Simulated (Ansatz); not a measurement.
## Run report: CH7BFNOSi, nudged elastic band (part 1 of 2)

The run: nudged elastic band of CH7BFNOSi, SMILES NC(F)([SiH3])BO. Method and program: RKS CAM-B3LYP-D4/6-31G* (Ansatz 0.2.0).

It belongs to a series of runs on one base structure; here: band between the two ends.

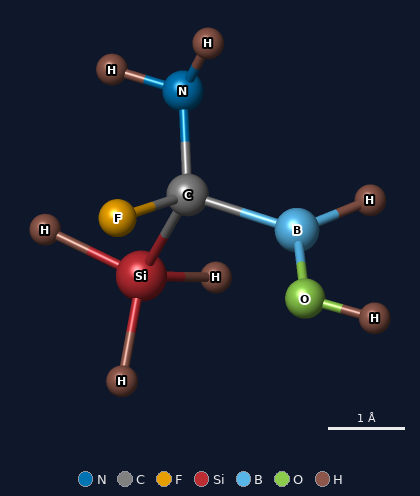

*The starting structure (ball-and-stick view, seen at a tilt).*

Input file:
```yaml
crystal:
  periodic: [false, false, false]
  atoms:
    - { symbol: "N", position_ang: [-1.69381, 0.002328, -0.115062] }
    - { symbol: C, position_ang: [-0.338482, 0.035442, 0.314989] }
    - { symbol: F, position_ang: [-0.22572, -0.040615, 1.741214] }
    - { symbol: Si, position_ang: [0.533026, -1.553848, -0.291468] }
    - { symbol: B, position_ang: [0.447305, 1.296729, -0.202096] }
    - { symbol: O, position_ang: [1.37356, 1.843538, 0.610054] }
    - { symbol: H, position_ang: [-2.216755, 0.83066, 0.153807] }
    - { symbol: H, position_ang: [-2.188895, -0.814597, 0.229452] }
    - { symbol: H, position_ang: [0.747361, -1.531115, -1.759962] }
    - { symbol: H, position_ang: [-0.359721, -2.688326, 0.058598] }
    - { symbol: H, position_ang: [1.837087, -1.715516, 0.391126] }
    - { symbol: H, position_ang: [0.268479, 1.718352, -1.30982] }
    - { symbol: H, position_ang: [1.836967, 2.58217, 0.193968] }
basis:
  gaussian: { orbitals: "6-31G*" }
hamiltonian:
  xc: cam_b3lyp
  dispersion: d4
neb:
  order_check: false
  images: 9
  f_tol: 0.05
  max_iterations: 18
  final_atoms:
    - { symbol: "N", position_ang: [-1.64346454, 0.06518719, -0.07165693] }
    - { symbol: C, position_ang: [-0.25861417, 0.11277815, 0.16787466] }
    - { symbol: F, position_ang: [0.04662377, 0.20718593, 1.60904858] }
    - { symbol: Si, position_ang: [0.5532932, -1.53882845, -0.32447938] }
    - { symbol: B, position_ang: [0.47493837, 1.36329802, -0.47593895] }
    - { symbol: O, position_ang: [1.27002395, 2.08999092, 0.32313342] }
    - { symbol: H, position_ang: [-2.13999755, 0.92734593, 0.12562218] }
    - { symbol: H, position_ang: [-2.11692248, -0.71323147, 0.37420576] }
    - { symbol: H, position_ang: [0.56766594, -1.70483824, -1.79707656] }
    - { symbol: H, position_ang: [-0.25732924, -2.61893352, 0.29340594] }
    - { symbol: H, position_ang: [1.93816618, -1.59287255, 0.19776963] }
    - { symbol: H, position_ang: [0.37330137, 1.65719338, -1.62769186] }
    - { symbol: H, position_ang: [1.2127172, 1.71092673, 1.22058352] }
  initial_path:
    images:
      - { positions_ang: [[-1.69381, 0.002328, -0.115062], [-0.338482, 0.035442, 0.314989], [-0.22572, -0.040615, 1.741214], [0.533026, -1.553848, -0.291468], [0.447305, 1.296729, -0.202096], [1.37356, 1.843538, 0.610054], [-2.216755, 0.83066, 0.153807], [-2.188895, -0.814597, 0.229452], [0.747361, -1.531115, -1.759962], [-0.359721, -2.688326, 0.058598], [1.837087, -1.715516, 0.391126], [0.268479, 1.718352, -1.30982], [1.836967, 2.58217, 0.193968]] }
      - { positions_ang: [[-1.68367559, 0.00642287, -0.1216507], [-0.33409139, 0.02045646, 0.31624489], [-0.24702722, -0.04673298, 1.73134052], [0.53624887, -1.56291744, -0.30062968], [0.46711393, 1.27773974, -0.20298708], [1.33835166, 1.89803597, 0.64128193], [-2.19325534, 0.84861864, 0.17789319], [-2.18941608, -0.79767371, 0.2239409], [0.69207103, -1.5380969, -1.76083712], [-0.34508216, -2.70477204, 0.07857632], [1.83950003, -1.71281294, 0.34637892], [0.34730366, 1.65991148, -1.31376047], [1.79236062, 2.61702284, 0.19900838]] }
      - { positions_ang: [[-1.67354119, 0.01051774, -0.12823941], [-0.32970077, 0.00547092, 0.31750077], [-0.26833444, -0.05285095, 1.72146705], [0.53947173, -1.57198688, -0.30979135], [0.48692286, 1.25875049, -0.20387815], [1.30314333, 1.95253394, 0.67250986], [-2.16975569, 0.86657728, 0.20197937], [-2.18993717, -0.78075042, 0.2184298], [0.63678105, -1.5450788, -1.76171225], [-0.33044332, -2.72121808, 0.09855464], [1.84191306, -1.71010987, 0.30163184], [0.42612832, 1.60147097, -1.31770094], [1.74775423, 2.65187567, 0.20404877]] }
      - { positions_ang: [[-1.66340678, 0.01461261, -0.13482811], [-0.32531016, -0.00951463, 0.31875666], [-0.28964167, -0.05896893, 1.71159357], [0.5426946, -1.58105632, -0.31895303], [0.5067318, 1.23976123, -0.20476923], [1.26793499, 2.00703191, 0.70373779], [-2.14625603, 0.88453592, 0.22606556], [-2.19045825, -0.76382713, 0.21291869], [0.58149108, -1.5520607, -1.76258737], [-0.31580448, -2.73766412, 0.11853296], [1.84432609, -1.70740681, 0.25688476], [0.50495298, 1.54303045, -1.32164141], [1.70314785, 2.68672851, 0.20908915]] }
      - { positions_ang: [[-1.65327238, 0.01870748, -0.14141681], [-0.32091955, -0.02450017, 0.32001255], [-0.31094889, -0.0650869, 1.7017201], [0.54591746, -1.59012576, -0.32811471], [0.52654073, 1.22077197, -0.2056603], [1.23272666, 2.06152988, 0.73496572], [-2.12275638, 0.90249456, 0.25015174], [-2.19097934, -0.74690383, 0.20740759], [0.52620111, -1.5590426, -1.76346249], [-0.30116564, -2.75411017, 0.13851128], [1.84673911, -1.70470374, 0.21213768], [0.58377764, 1.48458994, -1.32558188], [1.65854146, 2.72158135, 0.21412953]] }
      - { positions_ang: [[-1.64313797, 0.02280234, -0.14800552], [-0.31652893, -0.03948571, 0.32126844], [-0.33225611, -0.07120488, 1.69184662], [0.54914033, -1.5991952, -0.33727639], [0.54634966, 1.20178272, -0.20655138], [1.19751832, 2.11602785, 0.76619365], [-2.09925672, 0.9204532, 0.27423793], [-2.19150042, -0.72998054, 0.20189649], [0.47091114, -1.56602449, -1.76433761], [-0.2865268, -2.77055621, 0.15848961], [1.84915214, -1.70200068, 0.16739059], [0.66260229, 1.42614942, -1.32952235], [1.61393508, 2.75643418, 0.21916992]] }
      - { positions_ang: [[-1.64320329, 0.03127931, -0.1327358], [-0.30494598, -0.00903294, 0.29058968], [-0.25648014, -0.01552672, 1.67528701], [0.5499709, -1.58712185, -0.33471698], [0.5320674, 1.23408578, -0.26042889], [1.21201945, 2.11082046, 0.67758161], [-2.10740489, 0.92183174, 0.24451478], [-2.17658483, -0.72663073, 0.23635834], [0.4902621, -1.59378724, -1.7708854], [-0.28068729, -2.74023167, 0.18547287], [1.86695495, -1.68017505, 0.1734664], [0.60474211, 1.47235821, -1.38915626], [1.5336915, 2.54733269, 0.41945264]] }
      - { positions_ang: [[-1.6432686, 0.03975628, -0.11746608], [-0.29336303, 0.02141983, 0.25991093], [-0.18070416, 0.04015144, 1.65872741], [0.55080148, -1.5750485, -0.33215758], [0.51778514, 1.26638884, -0.31430641], [1.22652057, 2.10561308, 0.58896956], [-2.11555305, 0.92321029, 0.21479163], [-2.16166924, -0.72328091, 0.2708202], [0.50961306, -1.62154999, -1.77743319], [-0.27484777, -2.70990713, 0.21245614], [1.88475776, -1.65834943, 0.17954221], [0.54688192, 1.51856701, -1.44879016], [1.45344793, 2.3382312, 0.61973536]] }
      - { positions_ang: [[-1.64333391, 0.04823325, -0.10219636], [-0.28178008, 0.0518726, 0.22923217], [-0.10492818, 0.09582961, 1.6421678], [0.55163205, -1.56297515, -0.32959818], [0.50350288, 1.2986919, -0.36818392], [1.2410217, 2.10040569, 0.50035751], [-2.12370122, 0.92458884, 0.18506848], [-2.14675365, -0.7199311, 0.30528205], [0.52896402, -1.64931274, -1.78398098], [-0.26900826, -2.67958259, 0.2394394], [1.90256057, -1.6365238, 0.18561801], [0.48902174, 1.5647758, -1.50842406], [1.37320435, 2.12912971, 0.82001808]] }
      - { positions_ang: [[-1.64339923, 0.05671022, -0.08692664], [-0.27019712, 0.08232537, 0.19855341], [-0.02915221, 0.15150777, 1.62560819], [0.55246263, -1.5509018, -0.32703878], [0.48922062, 1.33099496, -0.42206143], [1.25552283, 2.09519831, 0.41174547], [-2.13184939, 0.92596738, 0.15534533], [-2.13183807, -0.71658128, 0.3397439], [0.54831498, -1.67707549, -1.79052877], [-0.26316875, -2.64925806, 0.26642267], [1.92036337, -1.61469817, 0.19169382], [0.43116155, 1.61098459, -1.56805796], [1.29296078, 1.92002822, 1.0203008]] }
      - { positions_ang: [[-1.64346454, 0.06518719, -0.07165693], [-0.25861417, 0.11277815, 0.16787466], [0.04662377, 0.20718593, 1.60904858], [0.5532932, -1.53882845, -0.32447938], [0.47493837, 1.36329802, -0.47593895], [1.27002395, 2.08999092, 0.32313342], [-2.13999755, 0.92734593, 0.12562218], [-2.11692248, -0.71323147, 0.37420576], [0.56766594, -1.70483824, -1.79707656], [-0.25732924, -2.61893352, 0.29340594], [1.93816618, -1.59287255, 0.19776963], [0.37330137, 1.65719338, -1.62769186], [1.2127172, 1.71092673, 1.22058352]] }
```

Run on 2 threads of Intel Xeon @ 2.50GHz (Skylake/Cascade Lake), 16 GiB of memory available, shared host.

Launch command:
```bash
ansatz run input.yaml --threads 2 --pin off --max-ram 3072MiB --backend cpu --events-out ev --progress --plain --runs-dir out
```

Output:
```
Engine: ansatz 0.2.0, x86_64-unknown-linux-gnu
Functional definition: CAM-B3LYP
  parameter alpha = 0.19
  parameter beta = 0.46
  parameter omega = 0.33/bohr
  parameter ac = 0.81
  exchange = (1 - alpha - beta)*b88_x + beta*b88_x_sr(omega) + alpha*exact_x + beta*exact_x_lr(omega)
  correlation = (1 - ac)*vwn5_c + ac*lyp_c
1171 factors; integrals over basis functions are off by at most 7.1e-4 eV
404 factors; integrals over basis functions are off by at most 5.5e-7 eV
mean field evaluation 1: about -15950.3734 eV, gradient 5.5e1 eV
mean field evaluation 2: about -15948.9373 eV, gradient 6.4e1 eV
mean field evaluation 4: about -15955.8333 eV, gradient 2.6e0 eV
mean field evaluation 8: about -15955.8673 eV, gradient 1.9e-1 eV
mean field evaluation 16: about -15955.8673 eV, gradient 7.4e-5 eV
mean field -15955.86733934 eV, -586.3673094453 hartree, gradient 7.4e-5 eV, S^2 0.000000; 0 other end points of the search recorded, 0 dependent functions left out
the calculation of the forces begins
reference -15955.86746100 eV, -586.3673139164 hartree; 28, 28 occupied and 80, 80 virtual orbitals, 1171 factors
1171 factors; integrals over basis functions are off by at most 7.4e-4 eV
404 factors; integrals over basis functions are off by at most 5.5e-7 eV
mean field evaluation 32: about -15956.0780 eV, gradient 6.7e-5 eV
mean field -15956.07799017 eV, -586.3750507206 hartree, gradient 2.2e-5 eV, S^2 0.000000; 0 other end points of the search recorded, 0 dependent functions left out
[... from here on the field's lines of each further geometry are left out, up to the last ...]
NEB iter   1: max|band force component| = 4.786e2 eV/Å  barrier→ = 84.3164 eV  barrier← = 84.5288 eV  Δτ_max = 0.2000 Å  (303 SCF iters)
NEB iter   2: max|band force component| = 1.297e2 eV/Å  barrier→ = 25.6901 eV  barrier← = 25.9026 eV  Δτ_max = 0.2000 Å  (284 SCF iters)
NEB iter   3: max|band force component| = 8.626e1 eV/Å  barrier→ = 15.1486 eV  barrier← = 15.3610 eV  Δτ_max = 0.2000 Å  (276 SCF iters)
NEB iter   4: max|band force component| = 3.341e1 eV/Å  barrier→ = 6.4368 eV  barrier← = 6.6493 eV  Δτ_max = 0.1993 Å  (277 SCF iters)
NEB iter   5: max|band force component| = 1.932e1 eV/Å  barrier→ = 3.2601 eV  barrier← = 3.4726 eV  Δτ_max = 0.1969 Å  (280 SCF iters)
NEB iter   6: max|band force component| = 8.317e0 eV/Å  barrier→ = 1.6241 eV  barrier← = 1.8365 eV  Δτ_max = 0.1902 Å  (268 SCF iters)
NEB iter   7: max|band force component| = 3.702e0 eV/Å  barrier→ = 1.1916 eV  barrier← = 1.4040 eV  Δτ_max = 0.1955 Å  (273 SCF iters)
NEB iter   8: max|band force component| = 5.133e0 eV/Å  barrier→ = 1.5572 eV  barrier← = 1.7697 eV  Δτ_max = 0.1022 Å  (278 SCF iters)
NEB iter   9: max|band force component| = 2.452e0 eV/Å  barrier→ = 0.7276 eV  barrier← = 0.9400 eV  Δτ_max = 0.2000 Å  (263 SCF iters)
NEB iter  10: max|band force component| = 2.214e0 eV/Å  barrier→ = 0.8529 eV  barrier← = 1.0653 eV  Δτ_max = 0.1002 Å  (275 SCF iters)
NEB iter  11: max|band force component| = 1.226e0 eV/Å  barrier→ = 0.6340 eV  barrier← = 0.8465 eV  Δτ_max = 0.1068 Å  (265 SCF iters)
NEB iter  12: max|band force component| = 6.020e-1 eV/Å  barrier→ = 0.6317 eV  barrier← = 0.8442 eV  Δτ_max = 0.1013 Å  (267 SCF iters)
NEB iter  13: max|band force component| = 5.393e-1 eV/Å  barrier→ = 0.5827 eV  barrier← = 0.7952 eV  CI = image 6  Δτ_max = 0.1484 Å  (254 SCF iters)
NEB iter  14: max|band force component| = 8.114e-1 eV/Å  barrier→ = 0.6494 eV  barrier← = 0.8619 eV  CI = image 6  Δτ_max = 0.0352 Å  (267 SCF iters)
NEB iter  15: max|band force component| = 2.405e-1 eV/Å  barrier→ = 0.6411 eV  barrier← = 0.8535 eV  CI = image 6  Δτ_max = 0.0261 Å  (241 SCF iters)
NEB iter  16: max|band force component| = 1.119e-1 eV/Å  barrier→ = 0.6396 eV  barrier← = 0.8521 eV  CI = image 6  Δτ_max = 0.0103 Å  (238 SCF iters)
the calculation of the forces begins
reference -15956.04272097 eV, -586.3737546013 hartree; 28, 28 occupied and 80, 80 virtual orbitals, 1171 factors
1171 factors; integrals over basis functions are off by at most 7.5e-4 eV
404 factors; integrals over basis functions are off by at most 5.5e-7 eV
mean field -15955.22938341 eV, -586.3438649974 hartree, gradient 1.1e-5 eV, S^2 0.000000; 1 other end points of the search recorded, 0 dependent functions left out
the calculation of the forces begins
reference -15955.22950510 eV, -586.3438694695 hartree; 28, 28 occupied and 80, 80 virtual orbitals, 1171 factors
NEB iter  17: max|band force component| = 4.635e-2 eV/Å  barrier→ = 0.6393 eV  barrier← = 0.8517 eV  CI = image 6  Δτ_max = 0.0000 Å  (488 SCF iters)
```
